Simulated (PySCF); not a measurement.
**H6OSSi2: a tour of settings**

Which settings matter for H6OSSi2 (`O[SiH2]S[SiH3]`)?

Computed with PySCF 2.14.0, with density-fitted response routines of our own, on a single molecule in the gas phase. Atoms count from 0, in the outputs and in this text.

1 further run of the same task is left out (set aside as unsound or not needed).

## 1. The starting structure

10 atoms, charge 0, multiplicity 1; geometry from: GFN2-xTB.

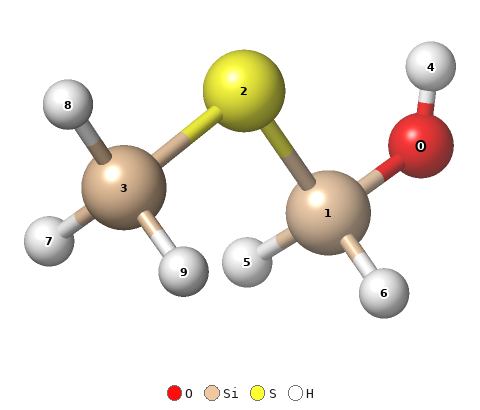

As it starts; oxygen red, silicon light orange, sulfur yellow, hydrogen white, atoms numbered.

## 2. Spin-spin couplings: KT2/def2-SVPD

Job settings and geometry (Å):

```
{"job": {"kind": "j", "xc": "KT2", "basis": "def2-SVPD", "scf": {"conv": 1e-11}}, "charge": 0, "multiplicity": 1}
O      2.721195    -0.557712     0.010602
Si     1.120318    -0.751671    -0.039197
S      0.250428     1.090189     0.669928
Si    -1.852175     0.734378     0.562447
H      3.114226     0.255188     0.320810
H      0.708611    -0.962614    -1.417638
H      0.737991    -1.824770     0.864627
H     -2.199536     0.443035    -0.823118
H     -2.421660     1.981309     1.040188
H     -2.170515    -0.402678     1.417585
```

Method: KT2/def2-SVPD indirect spin-spin coupling, non-relativistic, gas phase.

Started as:

```sh
$ OMP_NUM_THREADS=1 python probes_run.py task.json out
```

One launch serves the whole session: the jobs run in the order shown.

What it wrote:

```text
final grid: 79040 points
cycle   1  E = -1064.8566699259  dE =  2.912e-01  |g| = 8.108e-01  |ddm| = 3.806e+00
cycle   2  E = -1064.2774016258  dE =  5.793e-01  |g| = 1.817e+00  |ddm| = 2.417e+00
cycle   3  E = -1064.9838202911  dE = -7.064e-01  |g| = 1.496e-01  |ddm| = 1.762e+00
cycle   4  E = -1064.9883567562  dE = -4.536e-03  |g| = 9.495e-02  |ddm| = 4.055e-01
cycle   5  E = -1064.9911633772  dE = -2.807e-03  |g| = 2.075e-02  |ddm| = 2.113e-01
cycle   6  E = -1064.9913155281  dE = -1.522e-04  |g| = 6.383e-03  |ddm| = 4.426e-02
cycle   7  E = -1064.9913290054  dE = -1.348e-05  |g| = 1.160e-03  |ddm| = 1.111e-02
cycle   8  E = -1064.9913293929  dE = -3.876e-07  |g| = 2.955e-04  |ddm| = 2.148e-03
cycle   9  E = -1064.9913294196  dE = -2.672e-08  |g| = 1.180e-04  |ddm| = 6.326e-04
cycle  10  E = -1064.9913294248  dE = -5.164e-09  |g| = 2.224e-05  |ddm| = 2.199e-04
cycle  11  E = -1064.9913294250  dE = -1.494e-10  |g| = 3.868e-06  |ddm| = 3.889e-05
cycle  12  E = -1064.9913294250  dE = -7.958e-12  |g| = 5.996e-07  |ddm| = 8.988e-06
converged SCF energy = -1064.9913294250

Indirect spin-spin couplings (Hz)
  i      j    bonds     total        FC       PSO       DSO        SD
  0 O    1 Si   1    -20.093   -15.249    -5.112     0.044     0.224
  0 O    3 Si   3      0.476     0.603    -0.094    -0.034     0.002
  0 O    4 H    1   -118.402  -107.198   -10.711    -0.493         -
  0 O    5 H    2    -14.242   -14.365    -0.065     0.188         -
  0 O    6 H    2    -13.981   -14.107    -0.064     0.190         -
  0 O    7 H    4      0.174     0.055    -0.015     0.134         -
  0 O    8 H    4     -0.395    -0.516    -0.042     0.163         -
  0 O    9 H    4      0.173     0.054    -0.015     0.134         -
  1 Si   2 S    1     14.074    12.625     2.505    -0.021    -1.036
  1 Si   3 Si   2     -1.964    -2.011     0.068    -0.000    -0.022
  1 Si   4 H    2      1.138     0.561     0.170     0.579    -0.173
  1 Si   5 H    1   -200.476  -200.945     1.087    -0.384    -0.234
  1 Si   6 H    1   -200.318  -200.788     1.087    -0.383    -0.234
  1 Si   7 H    3     -1.332    -1.347     0.034    -0.050     0.031
  1 Si   8 H    3     -9.015    -9.187    -0.080     0.269    -0.017
  1 Si   9 H    3     -1.307    -1.322     0.034    -0.049     0.031
  2 S    3 Si   1     13.249    12.434     1.987    -0.015    -1.158
  2 S    4 H    3      0.204     0.135     0.026     0.043         -
  2 S    5 H    2      2.178     2.356    -0.128    -0.050         -
  2 S    6 H    2      2.209     2.388    -0.129    -0.049         -
  2 S    7 H    2      0.988     0.989     0.054    -0.054         -
  2 S    8 H    2      6.909     6.920     0.025    -0.036         -
  2 S    9 H    2      0.996     0.996     0.054    -0.054         -
  3 Si   4 H    4      0.367     0.299    -0.077     0.220    -0.076
  3 Si   5 H    3     -0.224    -0.273     0.008    -0.005     0.047
  3 Si   6 H    3     -0.213    -0.263     0.008    -0.006     0.047
  3 Si   7 H    1   -171.651  -171.944     0.685    -0.226    -0.166
  3 Si   8 H    1   -181.968  -182.201     0.636    -0.216    -0.187
  3 Si   9 H    1   -171.675  -171.968     0.685    -0.226    -0.166
  4 H    5 H    3      0.841     2.146     1.663    -2.968         -
  4 H    6 H    3      0.633     1.926     1.644    -2.937         -
  4 H    7 H    5     -0.573    -0.010     0.423    -0.986         -
  4 H    8 H    5     -0.748    -0.185     0.290    -0.853         -
  4 H    9 H    5     -0.571    -0.010     0.421    -0.982         -
  5 H    6 H    2     27.307    28.989     0.546    -2.228         -
  5 H    7 H    4      0.403    -0.357    -0.359     1.119         -
  5 H    8 H    4     -1.415    -0.599     0.349    -1.166         -
  5 H    9 H    4     -0.230    -0.028     0.128    -0.331         -
  6 H    7 H    4     -0.230    -0.029     0.128    -0.329         -
  6 H    8 H    4     -1.418    -0.600     0.349    -1.167         -
  6 H    9 H    4      0.404    -0.355    -0.359     1.119         -
  7 H    8 H    2      3.216     4.894     0.681    -2.359         -
  7 H    9 H    2      8.562    10.018     0.634    -2.090         -
  8 H    9 H    2      3.235     4.914     0.681    -2.360         -
```

Run time: 37 s. Hardware: 1 thread, shared host.

The basis is not made for couplings: without tight functions at the nuclei these values are rough.

A choice of the couplings up to four bonds, sorted by the number of bonds, with means over like pairs; isotopes 1H, 17O, 33S, 29Si:

```
   pair  bonds  J (Hz)  Fermi contact (Hz)
 Si1–H5      1  -200.4              -200.9
 Si3–H7      1  -175.1              -175.4
  O0–H4      1  -118.4              -107.2
 O0–Si1      1   -20.1               -15.2
 Si1–S2      1    14.1                12.6
 S2–Si3      1    13.2                12.4
  H5–H6      2    27.3                29.0
  O0–H5      2   -14.1               -14.2
  H7–H8      2     5.0                 6.6
  S2–H7      2     3.0                 3.0
  S2–H5      2     2.2                 2.4
Si1–Si3      2    -2.0                -2.0
 Si1–H4      2     1.1                 0.6
 Si1–H7      3    -3.9                -4.0
```

The spin-dipole term was solved for some atoms only; pairs without it lack that part.

The response was solved for the nuclei of H, Si alone, so couplings that need other nuclei can be missing.

Quadrupole couplings from the field gradients of the same density:

```csv
atom,isotope,eQq/h (MHz),η
S2,33S,21.6,0.58
O0,17O,-8.440,0.57
```

## 3. Indirect couplings: PBE0/pcSseg-1

Settings changed since step 2:

```diff
@@ -1,2 +1,2 @@
-{"job": {"kind": "j", "xc": "KT2", "basis": "def2-SVPD", "scf": {"conv": 1e-11}}, "charge": 0, "multiplicity": 1}
+{"job": {"kind": "j", "xc": "PBE0", "basis": "pcSseg-1"}, "charge": 0, "multiplicity": 1}
 O      2.721195    -0.557712     0.010602
```

Level: PBE0/pcSseg-1 indirect spin-spin coupling, non-relativistic, gas phase.

What it wrote:

```text
coarse grid: 9680 points
cycle   1  E = -1055.4434674964  dE =  2.409e-01  |g| = 7.123e-01  |ddm| = 2.840e+00
cycle   2  E = -1055.3216813527  dE =  1.218e-01  |g| = 1.076e+00  |ddm| = 1.447e+00
cycle   3  E = -1055.5361710745  dE = -2.145e-01  |g| = 7.366e-02  |ddm| = 9.784e-01
cycle   4  E = -1055.5371457667  dE = -9.747e-04  |g| = 3.528e-02  |ddm| = 1.169e-01
cycle   5  E = -1055.5374548574  dE = -3.091e-04  |g| = 4.401e-03  |ddm| = 4.892e-02
cycle   6  E = -1055.5374593027  dE = -4.445e-06  |g| = 9.312e-04  |ddm| = 6.539e-03
final grid: 79040 points
cycle   7  E = -1055.5708216565  dE = -1.186e-05  |g| = 5.697e-03  |ddm| = 1.470e-02
cycle   8  E = -1055.5708170415  dE =  4.615e-06  |g| = 7.617e-03  |ddm| = 1.023e-02
cycle   9  E = -1055.5708271144  dE = -1.007e-05  |g| = 6.417e-04  |ddm| = 5.807e-03
cycle  10  E = -1055.5708271887  dE = -7.436e-08  |g| = 1.224e-04  |ddm| = 7.007e-04
cycle  11  E = -1055.5708271929  dE = -4.115e-09  |g| = 2.927e-05  |ddm| = 2.121e-04
cycle  12  E = -1055.5708271931  dE = -2.788e-10  |g| = 5.947e-06  |ddm| = 4.401e-05
converged SCF energy = -1055.5708271931

Indirect spin-spin couplings (Hz)
  i      j    bonds     total        FC       PSO       DSO        SD
  0 O    1 Si   1    -12.218    -5.836    -6.697     0.042     0.272
  0 O    3 Si   3      0.256     0.355    -0.068    -0.035     0.004
  0 O    4 H    1    -97.377   -84.489   -12.412    -0.475         -
  0 O    5 H    2     -9.900   -10.063    -0.027     0.191         -
  0 O    6 H    2     -9.719    -9.884    -0.027     0.192         -
  0 O    8 H    4     -0.186    -0.268    -0.082     0.164         -
  1 Si   2 S    1     15.427    13.635     3.331    -0.020    -1.519
  1 Si   3 Si   2     -1.994    -2.056     0.081    -0.000    -0.019
  1 Si   4 H    2     -0.908    -1.570     0.269     0.582    -0.190
  1 Si   5 H    1   -239.522  -239.776     1.176    -0.376    -0.545
  1 Si   6 H    1   -239.240  -239.495     1.175    -0.376    -0.544
  1 Si   7 H    3     -1.567    -1.590     0.039    -0.050     0.034
  1 Si   8 H    3    -10.367   -10.494    -0.122     0.270    -0.021
  1 Si   9 H    3     -1.547    -1.571     0.039    -0.049     0.034
  2 S    3 Si   1     14.431    13.321     2.782    -0.014    -1.657
  2 S    4 H    3      0.223     0.196    -0.016     0.044         -
  2 S    5 H    2      2.299     2.430    -0.081    -0.050         -
  2 S    6 H    2      2.331     2.463    -0.082    -0.050         -
  2 S    7 H    2      1.169     1.114     0.110    -0.055         -
  2 S    8 H    2      7.484     7.505     0.015    -0.036         -
  2 S    9 H    2      1.175     1.121     0.109    -0.055         -
  3 Si   4 H    4      0.273     0.244    -0.107     0.220    -0.084
  3 Si   5 H    3     -0.367    -0.417     0.005    -0.006     0.051
  3 Si   6 H    3     -0.364    -0.414     0.005    -0.006     0.051
  3 Si   7 H    1   -211.947  -212.115     0.843    -0.220    -0.456
  3 Si   8 H    1   -227.301  -227.525     0.908    -0.208    -0.475
  3 Si   9 H    1   -211.963  -212.131     0.843    -0.220    -0.455
  4 H    5 H    3      1.173     2.108     2.041    -2.977         -
  4 H    6 H    3      1.004     1.933     2.018    -2.946         -
  4 H    7 H    5     -0.483    -0.010     0.514    -0.987         -
  4 H    8 H    5     -0.582    -0.098     0.370    -0.853         -
  4 H    9 H    5     -0.481    -0.009     0.510    -0.982         -
  5 H    6 H    2     22.970    24.238     0.972    -2.240         -
  5 H    7 H    4      0.645     0.050    -0.524     1.120         -
  5 H    8 H    4     -0.998    -0.331     0.499    -1.166         -
  5 H    9 H    4     -0.163     0.024     0.144    -0.331         -
  6 H    7 H    4     -0.162     0.023     0.143    -0.329         -
  6 H    8 H    4     -0.998    -0.331     0.500    -1.167         -
  6 H    9 H    4      0.646     0.051    -0.524     1.119         -
  7 H    8 H    2      1.372     2.678     1.064    -2.369         -
  7 H    9 H    2      6.533     7.671     0.965    -2.102         -
  8 H    9 H    2      1.375     2.681     1.064    -2.371         -
```

Run time: 26 s. Hardware: 1 thread, shared host.

This basis has no tight s functions, so the Fermi-contact terms are rough.

This run: J(Si1,H5) -239.4 Hz, J(Si3,H7) -217.1 Hz, J(O0,H4) -97.4 Hz (means over like pairs).

## 4. Indirect couplings: PBE0/6-31G*

Settings changed since step 3:

```diff
@@ -1,2 +1,2 @@
-{"job": {"kind": "j", "xc": "PBE0", "basis": "pcSseg-1"}, "charge": 0, "multiplicity": 1}
+{"job": {"kind": "j", "xc": "PBE0", "basis": "6-31G*", "grid": 3}, "charge": 0, "multiplicity": 1}
 O      2.721195    -0.557712     0.010602
```

With the program's defaults for keys left out, this is: PBE0/6-31G* indirect spin-spin coupling, non-relativistic, gas phase.

What it wrote:

```text
coarse grid: 9680 points
cycle   1  E = -1055.5131809965  dE =  2.539e-01  |g| = 6.874e-01  |ddm| = 2.764e+00
cycle   2  E = -1055.3955011048  dE =  1.177e-01  |g| = 1.033e+00  |ddm| = 1.450e+00
cycle   3  E = -1055.6081208232  dE = -2.126e-01  |g| = 6.714e-02  |ddm| = 9.469e-01
cycle   4  E = -1055.6090255868  dE = -9.048e-04  |g| = 3.115e-02  |ddm| = 1.224e-01
cycle   5  E = -1055.6093550538  dE = -3.295e-04  |g| = 4.227e-03  |ddm| = 5.169e-02
cycle   6  E = -1055.6093606657  dE = -5.612e-06  |g| = 5.306e-04  |ddm| = 6.322e-03
final grid: 130176 points
cycle   7  E = -1055.5488330436  dE = -5.662e-06  |g| = 4.327e-03  |ddm| = 1.507e-02
cycle   8  E = -1055.5488310196  dE =  2.024e-06  |g| = 5.321e-03  |ddm| = 1.131e-02
cycle   9  E = -1055.5488380118  dE = -6.992e-06  |g| = 4.812e-04  |ddm| = 5.858e-03
cycle  10  E = -1055.5488380659  dE = -5.406e-08  |g| = 7.812e-05  |ddm| = 5.690e-04
cycle  11  E = -1055.5488380676  dE = -1.735e-09  |g| = 2.359e-05  |ddm| = 1.342e-04
cycle  12  E = -1055.5488380678  dE = -1.855e-10  |g| = 2.964e-06  |ddm| = 3.249e-05
converged SCF energy = -1055.5488380678

Indirect spin-spin couplings (Hz)
  i      j    bonds     total        FC       PSO       DSO        SD
  0 O    1 Si   1     -8.561    -3.327    -5.484     0.045     0.205
  0 O    3 Si   3      0.177     0.262    -0.051    -0.034    -0.000
  0 O    4 H    1    -90.977   -79.472   -10.928    -0.577         -
  0 O    5 H    2     -9.773    -9.957    -0.001     0.185         -
  0 O    6 H    2     -9.591    -9.777    -0.001     0.187         -
  0 O    8 H    4     -0.156    -0.265    -0.053     0.162         -
  1 Si   2 S    1     12.822    11.014     3.183    -0.021    -1.354
  1 Si   3 Si   2     -0.752    -0.816     0.087    -0.000    -0.023
  1 Si   4 H    2     -0.138    -1.040     0.547     0.570    -0.215
  1 Si   5 H    1   -214.277  -214.488     1.255    -0.402    -0.643
  1 Si   6 H    1   -214.033  -214.243     1.254    -0.402    -0.641
  1 Si   7 H    3     -1.703    -1.631    -0.053    -0.051     0.033
  1 Si   8 H    3     -9.558    -9.705    -0.100     0.267    -0.020
  1 Si   9 H    3     -1.683    -1.612    -0.053    -0.051     0.033
  2 S    3 Si   1     12.441    11.126     2.800    -0.014    -1.471
  2 S    4 H    3      0.286     0.218     0.024     0.044         -
  2 S    5 H    2      2.482     2.604    -0.074    -0.048         -
  2 S    6 H    2      2.513     2.636    -0.075    -0.048         -
  2 S    7 H    2      1.334     1.276     0.111    -0.053         -
  2 S    8 H    2      7.524     7.513     0.045    -0.034         -
  2 S    9 H    2      1.340     1.282     0.111    -0.053         -
  3 Si   4 H    4      0.286     0.220    -0.071     0.219    -0.083
  3 Si   5 H    3     -0.450    -0.508     0.017    -0.007     0.048
  3 Si   6 H    3     -0.446    -0.504     0.017    -0.007     0.049
  3 Si   7 H    1   -193.412  -193.656     1.052    -0.245    -0.562
  3 Si   8 H    1   -204.300  -204.564     1.087    -0.235    -0.588
  3 Si   9 H    1   -193.405  -193.649     1.051    -0.245    -0.562
  4 H    5 H    3      1.049     2.636     1.342    -2.929         -
  4 H    6 H    3      0.852     2.425     1.325    -2.898         -
  4 H    7 H    5     -0.673    -0.009     0.314    -0.978         -
  4 H    8 H    5     -0.767    -0.118     0.199    -0.848         -
  4 H    9 H    5     -0.670    -0.009     0.312    -0.973         -
  5 H    6 H    2     26.889    28.805     0.249    -2.165         -
  5 H    7 H    4      0.801    -0.005    -0.313     1.119         -
  5 H    8 H    4     -1.265    -0.342     0.229    -1.152         -
  5 H    9 H    4     -0.268     0.014     0.034    -0.317         -
  6 H    7 H    4     -0.268     0.013     0.034    -0.315         -
  6 H    8 H    4     -1.266    -0.342     0.230    -1.153         -
  6 H    9 H    4      0.803    -0.002    -0.313     1.118         -
  7 H    8 H    2      2.747     4.701     0.341    -2.296         -
  7 H    9 H    2      8.319    10.050     0.296    -2.027         -
  8 H    9 H    2      2.757     4.712     0.341    -2.297         -
```

Run time: 18 s. Hardware: 1 thread, shared host.

The basis is not made for couplings: without tight functions at the nuclei these values are rough.

Key values: J(Si1,H5) -214.2 Hz, J(Si3,H7) -197.0 Hz, J(O0,H4) -91.0 Hz (means over like pairs).

## 5. Nuclear shieldings: PBE0/pcseg-1

Settings changed since step 4:

```diff
@@ -1,2 +1,2 @@
-{"job": {"kind": "j", "xc": "PBE0", "basis": "6-31G*", "grid": 3}, "charge": 0, "multiplicity": 1}
+{"job": {"kind": "nmr", "xc": "PBE0", "basis": "pcseg-1", "pop": false}, "charge": 0, "multiplicity": 1}
 O      2.721195    -0.557712     0.010602
```

Method: GIAO PBE0/pcseg-1 NMR shielding, non-relativistic, gas phase.

What it wrote:

```text
coarse grid: 9680 points
cycle   1  E = -1055.4391136938  dE =  2.340e-01  |g| = 6.410e-01  |ddm| = 3.170e+00
cycle   2  E = -1055.3369529362  dE =  1.022e-01  |g| = 9.699e-01  |ddm| = 1.486e+00
cycle   3  E = -1055.5207790362  dE = -1.838e-01  |g| = 6.465e-02  |ddm| = 9.535e-01
cycle   4  E = -1055.5215997445  dE = -8.207e-04  |g| = 2.889e-02  |ddm| = 1.241e-01
cycle   5  E = -1055.5218787698  dE = -2.790e-04  |g| = 4.111e-03  |ddm| = 5.253e-02
cycle   6  E = -1055.5218841736  dE = -5.404e-06  |g| = 4.071e-04  |ddm| = 6.708e-03
final grid: 79040 points
cycle   7  E = -1055.5558849824  dE = -6.092e-06  |g| = 4.960e-03  |ddm| = 1.627e-02
cycle   8  E = -1055.5558808874  dE =  4.095e-06  |g| = 6.753e-03  |ddm| = 1.264e-02
cycle   9  E = -1055.5558906463  dE = -9.759e-06  |g| = 5.169e-04  |ddm| = 6.704e-03
cycle  10  E = -1055.5558907145  dE = -6.825e-08  |g| = 8.934e-05  |ddm| = 7.808e-04
cycle  11  E = -1055.5558907171  dE = -2.542e-09  |g| = 1.913e-05  |ddm| = 1.666e-04
cycle  12  E = -1055.5558907172  dE = -1.373e-10  |g| = 3.915e-06  |ddm| = 3.175e-05
converged SCF energy = -1055.5558907172

GIAO shielding tensors (ppm)
atom      isotropic    diamagn.    paramagn.     s11        s22        s33       span
  0 O      315.201     383.639     -68.438    281.874    304.207    359.521     77.646
  1 Si     359.509     879.501    -519.992    329.603    340.634    408.289     78.687
  2 S      809.824    1061.492    -251.668    707.487    829.653    892.331    184.844
  3 Si     411.581     880.878    -469.298    380.176    407.173    447.393     67.217
  4 H       30.436      30.724      -0.288     21.894     26.985     42.428     20.534
  5 H       26.344      30.056      -3.711     22.344     25.108     31.581      9.237
  6 H       26.338      29.747      -3.409     22.333     25.106     31.576      9.242
  7 H       27.360      29.626      -2.266     23.282     25.481     33.318     10.035
  8 H       27.366      29.100      -1.734     23.712     25.079     33.308      9.595
  9 H       27.358      29.432      -2.074     23.279     25.478     33.318     10.040
```

Wall time 13 s (1 thread, shared host).

The references, computed at this level on geometries of the same kind, shield at (ppm): 1H TMS 31.87, 29Si TMS 340.5, 17O H2O 339.5. Their shielding less the atom's gives the shift. The references are single molecules in the gas phase, so shifts against H2O, NH3, PH3, H3PO4 or CFCl3 are not on the usual liquid scales and can be off by tens of ppm. Atoms listed in one row are averaged.

| atoms | environment | σ (ppm) | δ (ppm) |
| --- | --- | --- | --- |
| H5, H6 | hydrogen on a silicon bonded to O, S | 26.34 | 5.53 |
| H7, H8, H9 | hydrogen on a silicon bonded to S | 27.36 | 4.51 |
| H4 | hydrogen on an oxygen bonded to Si | 30.44 | 1.44 |
| O0 | oxygen bonded to Si, H | 315.2 | 24.3 |
| Si1 | silicon bonded to O, S, 2 H | 359.5 | -19.0 |
| Si3 | silicon bonded to S, 3 H | 411.6 | -71.0 |
| S2 | sulfur bonded to 2 Si | 810 | – |

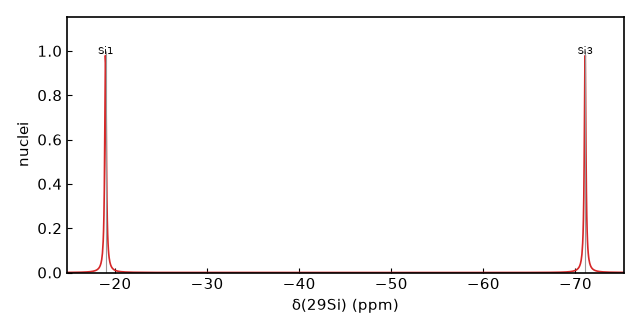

29Si lines at the computed shifts, without couplings. Lines are broadened to a width of 0.21 ppm (Lorentzian).

## 6. Side by side: spin-spin couplings

Couplings (Hz), each a mean over the pairs like the one named, with basis size and wall time:

| run | Si1–H5 | Si3–H7 | O0–H4 | H5–H6 | O0–Si1 | O0–H5 | Si1–S2 | functions | time |
| --- | --- | --- | --- | --- | --- | --- | --- | --- | --- |
| KT2/def2-SVPD | -200.4 | -175.1 | -118.4 | 27.3 | -20.1 | -14.1 | 14.1 | 146 | 37 s |
| PBE0/pcSseg-1 | -239.4 | -217.1 | -97.4 | 23.0 | -12.2 | -9.8 | 15.4 | 119 | 26 s |
| PBE0/6-31G* | -214.2 | -197.0 | -91.0 | 26.9 | -8.6 | -9.7 | 12.8 | 80 | 18 s |

## 7. Outcome

| quantity | value |
| --- | --- |
| largest coupling of the table (KT2/def2-SVPD) | 1J(Si,H) Si1–H5, -200.4 Hz |
| 1H shifts against TMS (PBE0/pcseg-1, means over atoms taken as alike) | 5.53, 4.51, 1.44 ppm |
| 17O shifts against H2O (PBE0/pcseg-1) | 24.3 ppm |
| 29Si shifts against TMS (PBE0/pcseg-1) | -19.0, -71.0 ppm |
| shieldings of S (PBE0/pcseg-1) | S2 809.8 ppm |
| range of J(Si1,H5), mean over like pairs | -239.4 to -200.4 Hz |

Single values in the summary come from the first run of each kind that ended normally (KT2/def2-SVPD; PBE0/pcseg-1), which need not be the best level. Of the pairs tabulated at KT2/def2-SVPD, Si1–H5 (mean over like pairs) couples most strongly (-200.4 Hz; Fermi contact -200.9 Hz). Couplings across rotatable bonds belong to this one conformer; where others are populated, the observed values are averages. At PBE0/pcseg-1: The widest tensor belongs to S2: span 185 ppm, with a paramagnetic part of -252 ppm. The coupling Si1–H5, as a mean over pairs of its kind, runs from -239.4 Hz (PBE0/pcSseg-1) to -200.4 Hz (KT2/def2-SVPD). Couplings from bases without tight functions are rough.
